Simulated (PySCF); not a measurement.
Frequency calculation, with input and output: InSH

- system: InSH
- method: RKS-based PBE0, In def2-TZVP with ECP28, S def2-TZVP, H def2-TZVP; non-relativistic Hamiltonian with a scalar-relativistic core potential; density fitting (PySCF 2.14.0)

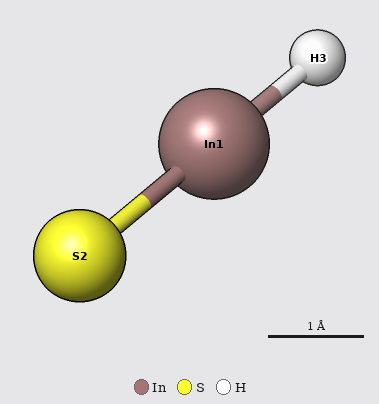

**Figure 1.** The structure as given in the input (ball-and-stick view, seen at an oblique angle; atoms are numbered from 1 in the order of the input). Sticks mark near contacts.

## Summary

| quantity | value |
| --- | --- |
| outcome | converged |
| total energy | −588.811378 hartree |
| HOMO | −6.83 eV |
| LUMO | −1.62 eV |
| zero-point energy | 0.007524 hartree |
| dipole moment | 4.29 D |
| wavenumbers, lowest and highest | 437 and 1931 cm⁻¹ |
| hardware | 2 threads of Arm Neoverse N1, 98 GiB of memory available, shared host |
| wall time | 27 s (CPU time 46 s) |
| peak memory | 0.85 GiB |

## The input
```python
from pyscf import gto, scf, dft
mol = gto.M(atom='''
In     0.000000    -0.000000     0.459292
S      0.000000     0.000000    -1.717971
H      0.000000    -0.000000     2.135966''',
    basis={'In': 'def2-TZVP', 'S': 'def2-TZVP', 'H': 'def2-TZVP'},
    ecp={'In': 'def2-TZVP'},
    charge=0, spin=0)
mf = dft.RKS(mol, xc='PBE0')
mf.grids.atom_grid = (75, 302)
aux = {'In': 'def2-universal-JKFIT', 'S': 'def2-universal-JKFIT', 'H': 'def2-universal-JKFIT'}
mf = mf.density_fit(auxbasis=aux)
mf.conv_tol = 1e-09
mf.diis_space = 10
mf.max_cycle = 60
mf.verbose = 4
mf.kernel()
```

The script is an equivalent of the set-up of the self-consistent field. The run itself was carried out by a driver, which started from the orbitals of the step before it where there was one and computed the further properties.

Command:
```bash
OMP_NUM_THREADS=2 python axn.py task.json out
```

## Output
```
init E= -588.811377786365
  HOMO = -0.250986938092164  LUMO = -0.0594330326674462  gap/eV = 5.21245
cycle= 1 E= -588.811377786362  delta_E= 3.98e-12  |g|= 2.96e-06  |ddm|= 6.78e-06
  HOMO = -0.250986489391776  LUMO = -0.0594332841567028  gap/eV = 5.21243
Extra cycle  E= -588.811377786347  delta_E= 1.41e-11  |g|= 5.74e-06  |ddm|= 1.2e-05
converged SCF energy = -588.811377786347
```

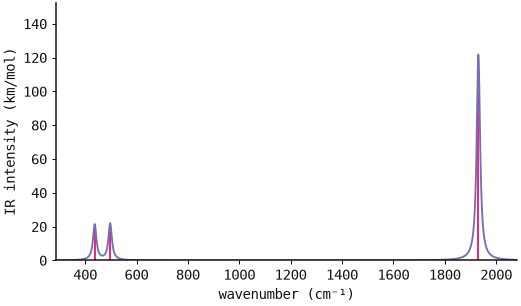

**Figure 2.** Harmonic infrared spectrum, unscaled: sticks (degenerate modes added up, dark ones marked on the axis) with a Lorentzian envelope of 16 cm⁻¹ full width, scaled to the tallest stick. 4 modes from 437 to 1931 cm⁻¹, none imaginary. The strongest line is at 1931 cm⁻¹ (122 km/mol). All modes, in cm⁻¹ (km/mol): 437 (10.6), 437 (10.6), 497 (22), 1931 (122).

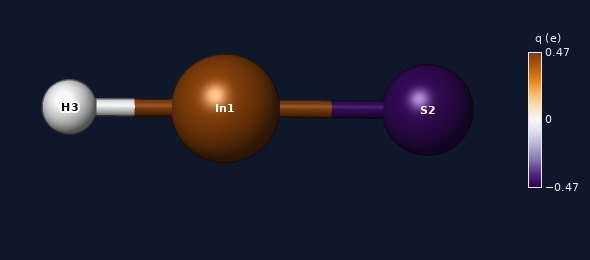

**Figure 3.** Mulliken charges, as the colour of each atom (ball-and-stick view, seen on its broad side; atoms are numbered from 1 in the order of the input). By element: In +0.45, S −0.45 and H 0.00 e.
